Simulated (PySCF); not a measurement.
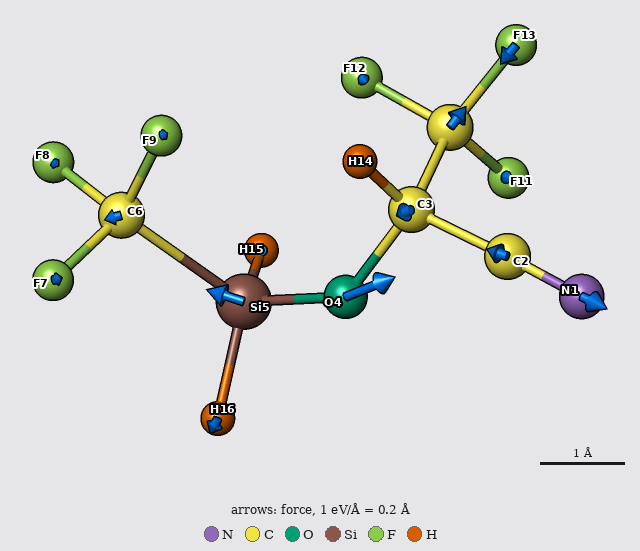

Starting geometry of C₄H₃F₆NOSi with the computed forces as blue arrows. A ball-and-stick model, seen from a free direction.

The start comes from GFN2-xTB. Its atoms were then displaced at random by about 0.01 Å.

All numbers below come from PBE0-D3(BJ)/def2-SVP geometry optimisation, gas phase (PySCF). 

### Is this structure relaxed? If not, where do the atoms go?

It isn't relaxed: the largest force vector, on the O atom, is 3.80 eV/Å. The final displacements have little in common with the starting forces (cosine between the two patterns 0.07). The energy falls by 35.4 kJ/mol in 24 geometry steps. The atom that moves furthest after the best rigid fit is an F atom (1.08 Å). Largest moves by element: F 1.08 Å, N 0.48 Å, O 0.40 Å, H 0.38 Å, C 0.27 Å, Si 0.18 Å. Among the contacts that change: O–Si 1.598 → 1.674 Å, H–Si 1.434 → 1.480 Å, C–F 1.365 → 1.326 Å, C–O 1.423 → 1.386 Å. Among the angles between lasting bonds that change: O–Si–H 98.8° → 106.8°, H–Si–H 120.3° → 112.9°, C–O–Si 134.8° → 130.1°. Groups turn about C–Si by about 40°, C–O by about 35°, O–Si by about 25°. Cost: 8.8 min on 2 threads of AMD EPYC 7R43 64-Core Processor, with other jobs on the host.
